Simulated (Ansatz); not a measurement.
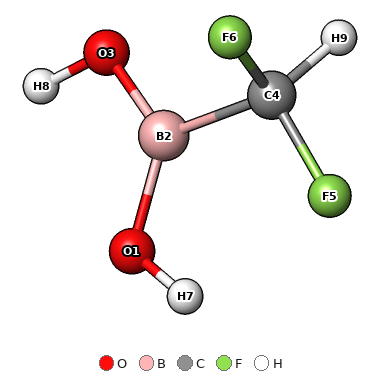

The system is CH3BF2O2, SMILES OB(O)C(F)F; the picture shows the reference structure. Coordinates scanned: (1) dihedral H7–O1–B2–C4; (2) dihedral C4–B2–O3–H8. Nothing is relaxed (all other coordinates rigid). Grid: 18 × 18 points. Points are written as (first, second). Energies are in kJ/mol, from the relaxed molecule at the same level. Method: RKS PBE-D4/def2-SVP (Ansatz).

Its coordinates:

```xyz
9

O     1.1965   -0.7468   -0.7997
B     0.1548   -0.5391    0.0564
O    -0.2966   -1.5096    0.8955
C    -0.5633    0.9018    0.0875
F    -0.1131    1.6312   -1.0112
F    -0.1908    1.5854    1.2218
H     1.3493    0.0620   -1.3281
H     0.2295   -2.3276    0.8170
H    -1.6778    0.8964    0.0437
```

Range: dihedral H7–O1–B2–C4 from −180 to 160°; dihedral C4–B2–O3–H8 from −180 to 160°.

> What will the energy surface look like?

The lowest grid point is at (0°, −180°), 0.12 kJ/mol from the relaxed molecule at the same level. Higher local minima lie near (0°, 0°) (13 kJ/mol above the lowest at that grid point); (−180°, 0°) (18 kJ/mol above the lowest at that grid point); (−180°, −180°) (30 kJ/mol above the lowest at that grid point). The highest grid point, (−100°, 100°), lies 119 kJ/mol above the lowest. On the interpolated surface the easiest way out of the lowest well to the well at about (0°, −5°) passes a barrier of about 44 kJ/mol. Round the minimum the two coordinates are weakly coupled (coupling −0.07 in units of the two stiffnesses). At the lowest point F5···H7 is 2.17 Å, a hydrogen-bond distance.

| dihedral C4–B2–O3–H8 ↓, dihedral H7–O1–B2–C4 → | −160 | −120 | −80 | −40 | 0 | 40 | 80 | 120 | 160 |
| --- | --- | --- | --- | --- | --- | --- | --- | --- | --- |
| 140 | 52 | 80 | 80 | 42 | 20 | 47 | 78 | 69 | 46 |
| 100 | 70 | 107 | 116 | 74 | 47 | 75 | 111 | 98 | 65 |
| 60 | 54 | 91 | 106 | 69 | 41 | 63 | 98 | 88 | 53 |
| 20 | 28 | 59 | 70 | 41 | 18 | 38 | 67 | 57 | 28 |
| −20 | 28 | 58 | 65 | 34 | 16 | 41 | 68 | 54 | 25 |
| −60 | 51 | 87 | 94 | 57 | 37 | 68 | 102 | 84 | 48 |
| −100 | 62 | 96 | 106 | 67 | 42 | 72 | 111 | 99 | 63 |
| −140 | 44 | 68 | 74 | 40 | 16 | 40 | 75 | 73 | 47 |
| −180 | 35 | 55 | 54 | 21 | 0 | 23 | 54 | 52 | 33 |

The table holds every second grid line.

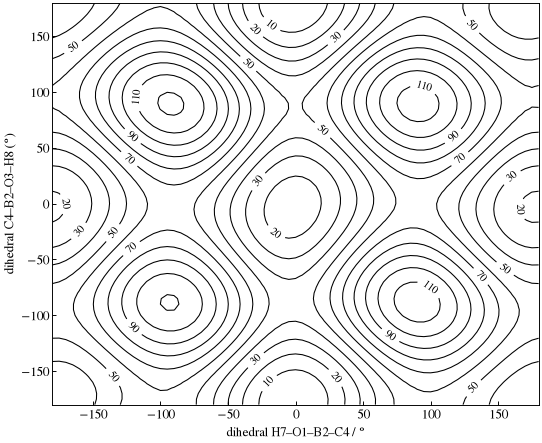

Drawn: contour lines labelled in kJ/mol (none above 120). Between grid points the surface is interpolated.

Time for the 324 points that were run: 28 min on 1 thread of Arm Neoverse N1, with other jobs on the host.
